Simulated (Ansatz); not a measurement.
# Loss of C2H6: C5H11Cl → C3H5Cl + C2H6

Species: C5H11Cl (2-chloro-3-methylbutane) `CC(C)C(C)Cl`, singlet; C3H5Cl `C/C=C/Cl`, singlet; C2H6 (ethane) `CC`, singlet. 

Shapes, held fixed at every level: PBE0-D4/def2-TZVP. Flexible molecules stand in one conformer, not always the lowest. Programs: Ansatz 0.2.0. Electronic energies: no zero-point or thermal term.

| level | kind | ΔE (kJ/mol) | less CCSD(T)/CBS estimate |
| --- | --- | --- | --- |
| PBE-D4/def2-TZVPP | GGA | +101.7 | -11.1 |
| r2SCAN-D4/def2-TZVPP | meta-GGA | +107.4 | -5.4 |
| B3LYP-D4/def2-TZVPP | global hybrid | +93.1 | -19.7 |
| BHLYP-D4/def2-TZVPP | global hybrid | +106.2 | -6.6 |
| B2PLYP/def2-TZVPP | double hybrid | +88.9 | -23.9 |
| MP2/def2-SVP | perturbation theory | +127.7 | +14.9 |
| CCSD(T)/def2-TZVPP | coupled cluster or CI | +110.2 | -2.6 |
| CCSD(T)/CBS estimate | coupled cluster or CI | +112.8 | 0.0 |

The highest level, CCSD(T)/CBS estimate, gives ΔE = +112.8 kJ/mol; the levels span +88.9 to +127.7. The column of differences is taken from that level and isn't an error. No measured value is set beside it here. The CBS estimate extrapolates MP2 from def2-TZVPP and def2-QZVPP and adds CCSD(T) − MP2 in the triple-zeta set, cores frozen.

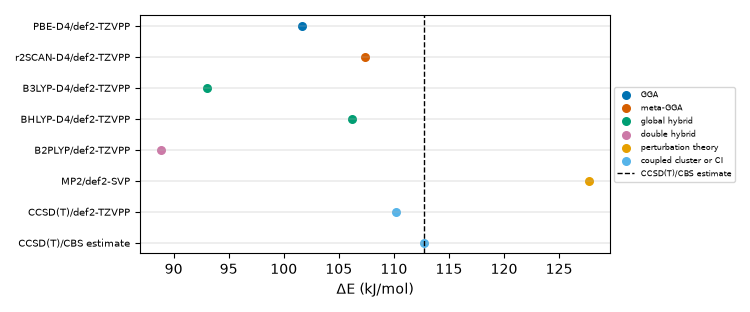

The values of the table, level by level.
